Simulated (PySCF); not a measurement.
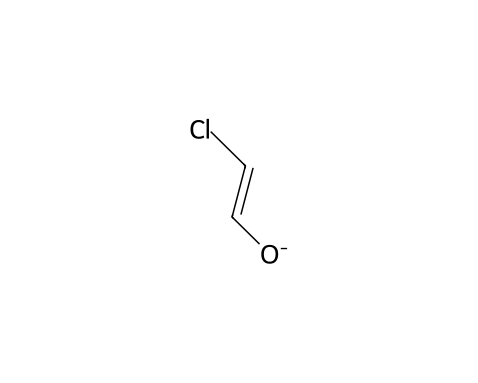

Structural formula above. The species has charge −1 and is a spin singlet. The computed structure is the end point of a PBE0-D3(BJ)/def2-SVP optimisation. No frequency run is at hand to confirm it as a minimum.

Describe the 3D structure.

Formula C2H2ClO(-). Its SMILES string is `[O-]/C=C/Cl`. It has no ring. Among its groups: alkene, C–Cl bond. The point group is Cs. All atoms lie on one plane. Coordination: 2 C trigonal planar.

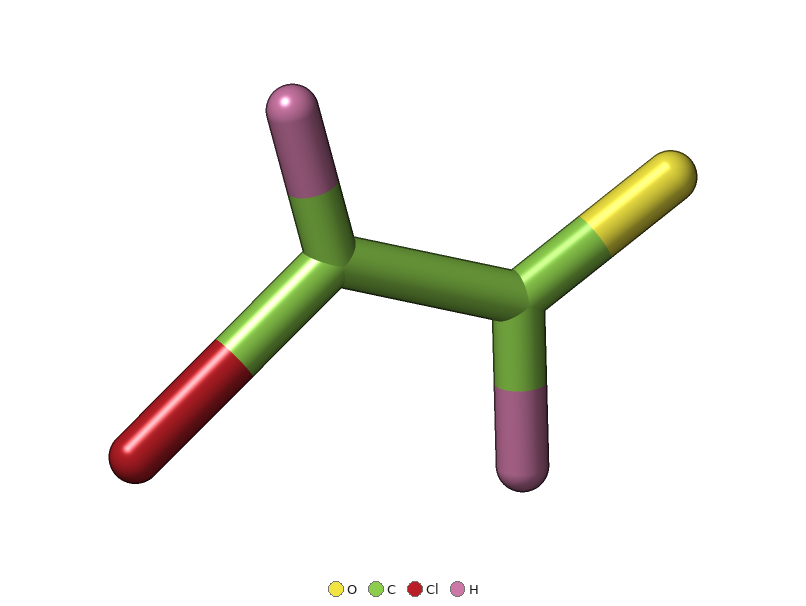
